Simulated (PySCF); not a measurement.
# trisilylarsane (Si3AsH9): geometry, electronic excitations

Aim: predict the electronic excitations of trisilylarsane (Si3AsH9) (`[SiH3][As]([SiH3])[SiH3]`).

Computed with PySCF 2.14.0, with density-fitted response routines of our own, on a single molecule in the gas phase. Atoms are numbered from 0 throughout.

### 1 The molecule as given

13 atoms, charge 0, multiplicity 1; geometry from: GFN2-xTB. The atoms were then displaced at random by about 0.01 Å, so the start is not that level's minimum.

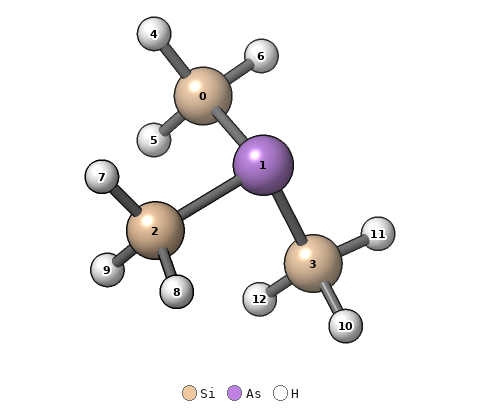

As it starts; silicon light orange, arsenic purple, hydrogen white, atoms numbered.

### 2 Relaxing the molecule at PBE0-D3(BJ)/def2-SVP

What the job is given:

```
{"job": {"xc": "PBE0", "basis": "def2-SVP", "d3": "d3bj", "grid": 1, "shake": 0.01, "kind": "geom"}, "charge": 0, "multiplicity": 1}
Si    -0.734460     1.762250    -0.483490
As     0.240020    -0.220230    -1.089390
Si     1.960070    -0.187830     0.442810
Si    -1.144450    -1.643400     0.053330
H      0.086670     2.911200    -0.910180
H     -1.018320     1.956080     0.949340
H     -2.037660     1.930290    -1.171430
H      2.978800     0.849440     0.081780
H      2.677000    -1.472920     0.472150
H      1.577120     0.080100     1.852030
H     -0.651860    -3.017750     0.046730
H     -2.487660    -1.677290    -0.591090
H     -1.439450    -1.286820     1.458510
```

On the command line:

```bash
$ OMP_NUM_THREADS=1 python probes_run.py task.json out
```

The driver reads the jobs from task.json and runs them one after another.

**Question.** This job is followed by: TDDFT PBE0/aug-cc-pVDZ, vertical, gas phase, core orbitals frozen in the response; TDDFT PBE0/def2-TZVPD, vertical, gas phase, core orbitals frozen in the response. What will the session give for the following? point group; rotational constants (main isotopes); lowest singlet (PBE0/aug-cc-pVDZ); brightest single state of those computed; lowest triplet; range of the lowest singlet.

As calculated:

| quantity | value |
| --- | --- |
| point group | C3v |
| rotational constants (main isotopes) | 1.83, 1.83, 1.26 GHz |
| lowest singlet (PBE0/aug-cc-pVDZ) | 5.71 eV (217 nm), f = 0.064 |
| brightest single state of those computed | state 7, 6.77 eV, f = 0.070 |
| lowest triplet | 5.23 eV |
| range of the lowest singlet | 5.71 to 5.74 eV |

Relaxing lowered the energy by 0.201 eV in 4 steps; the close pair that moved most is Si0–As1, from 2.291 to 2.365 Å. No frequency check was run at this level, so the end point may be a saddle. The lowest singlet, at 5.71 eV, is HOMO→LUMO 0.98 and is bright; of the 10 states computed, the strongest absorption comes from states 7 to 8 together at 6.77 eV. The lowest triplet lies 0.48 eV below the lowest singlet (triplets in Tamm-Dancoff, singlets in full TDDFT). The lowest singlet runs from 5.71 eV (PBE0/aug-cc-pVDZ) to 5.74 eV (PBE0/def2-TZVPD), while the orbital gap spans 6.83 to 6.89 eV. The lowest state need not be the same one in every run.
